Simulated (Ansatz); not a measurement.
# A van 't Hoff estimate for BClF2 + InH2(OH) ⇌ B(OH)F2 + InH2Cl

Species: BClF2 (chlorodifluoroborane) `FB(F)Cl`, singlet; InH2(OH), singlet; B(OH)F2 (difluorohydroxyborane), singlet; InH2Cl `[Cl][InH2]`, singlet. The partners trade Cl for OH: B–Cl and In–OH bonds give way to B–OH and In–Cl.

The electronic reaction energy at CCSD(T)/def2-TZVPP is -144.9 kJ/mol. Shapes: PBE0-D4/def2-TZVP. Programs: Ansatz 0.2.0. Enthalpy and entropy come from rigid-rotor, harmonic-oscillator sums on unscaled PBE0-D4/def2-TZVP wavenumbers, ideal gases at 1 bar. Symmetry numbers: BClF2 2, InH2(OH) 1, B(OH)F2 1, InH2Cl 2. R = 8.3145 J/(mol K).

| T (K) | ΔH (kJ/mol) | ΔS (J/(mol K)) |
| --- | --- | --- |
| 400 | -140.9 | -4.4 |
| 600 | ? | ? |
| 800 | -142.2 | -6.9 |

Problem. Work out ln K at 400 and 800 K, and from these estimate it at 600 K.

Solution. 
1. 400 K: ΔG = -140.9 − 400 × (-4.4)/1000 = -139.1 kJ/mol; ln K = −ΔG/RT = +41.82.
2. 800 K: ΔG = -142.2 − 800 × (-6.9)/1000 = -136.7 kJ/mol; ln K = −ΔG/RT = +20.55.
3. Slope against 1000/T: (+20.55 − (+41.82))/(1.2500 − 2.5000) = +17.02, that is −ΔH/R with ΔH near -142 kJ/mol.
4. 600 K: ln K = +41.82 + (+17.02) × (1.6667 − 2.5000) = +27.64.

The full sums give ΔH = -141.7 kJ/mol, ΔS = -6.0 J/(mol K), ΔG = -138.1 kJ/mol and ln K = +27.68 at 600 K, so the line is off by -0.04 in ln K; without rounding the miss is -0.02, from the change of ΔH with temperature. The products are favoured over this whole range. An error of 10 kJ/mol in the energy moves ln K by 2.0 at 600 K. For atoms past krypton def2 sets carry core potentials with scalar relativity. Outer-core shells of In are correlated, in sets that cover them unevenly.

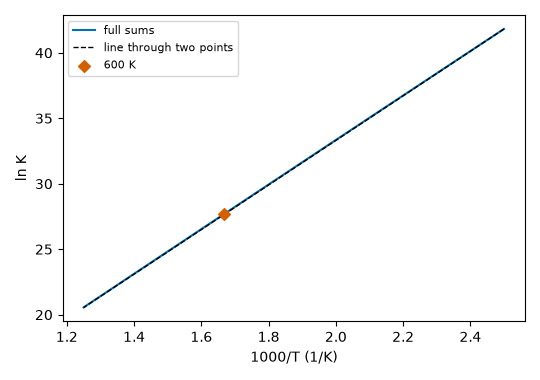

The van 't Hoff plot.
